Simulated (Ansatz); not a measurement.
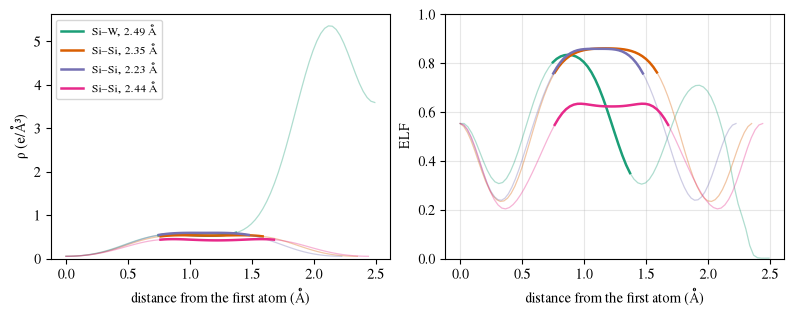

The picture shows: Si₄W. Valence pseudo-density and ELF along straight lines between neighbouring atoms. Thin, pale parts lie inside the atomic spheres.

Space group Ccce; a generated structure, not necessarily the stable one; changed on purpose from its base cell (volume × 0.88, shape and atoms relaxed); computed pressure about 24 GPa in this cell.

Computed with Ansatz, DFT PBE, scalar-relativistic, plane waves, PAW.

Core electrons are frozen (PAW), and the valence fields are smoothed inside the atomic spheres.

```
Si W
1.0
     6.17427    0.00000    0.00000
     0.00000    6.99706    0.00000
     0.00000    0.00000    6.06082
Si W
16 4
Direct
  0.13022 0.63120 0.14153
  0.63022 0.13120 0.14153
  0.36978 0.86880 0.14153
  0.86978 0.36880 0.14153
  0.36978 0.13120 0.85847
  0.86978 0.63120 0.85847
  0.13022 0.36880 0.85847
  0.63022 0.86880 0.85847
  0.13022 0.13120 0.35847
  0.63022 0.63120 0.35847
  0.36978 0.63120 0.64153
  0.86978 0.13120 0.64153
  0.36978 0.36880 0.35847
  0.86978 0.86880 0.35847
  0.13022 0.86880 0.64153
  0.63022 0.36880 0.64153
  0.00000 0.00000 0.00000
  0.50000 0.50000 0.00000
  0.00000 0.50000 0.50000
  0.50000 0.00000 0.50000
```

**Compare the contacts.**

Si–W (2.49 Å): ρ at the midpoint is about 0.54 e/Å³; the ELF peaks at about 0.85 in the valence shell of Si, 0.9 Å from its nucleus, and is about 0.50 at the midpoint.
Si–Si (2.35 Å): ρ at the midpoint is about 0.53 e/Å³; the ELF peaks at about 0.85 between the atoms.
Si–Si (2.23 Å): ρ at the midpoint is about 0.59 e/Å³; the ELF peaks at about 0.85 between the atoms.
Si–Si (2.44 Å): ρ is about 0.42 e/Å³ halfway; the ELF peaks at about 0.65 between the atoms.
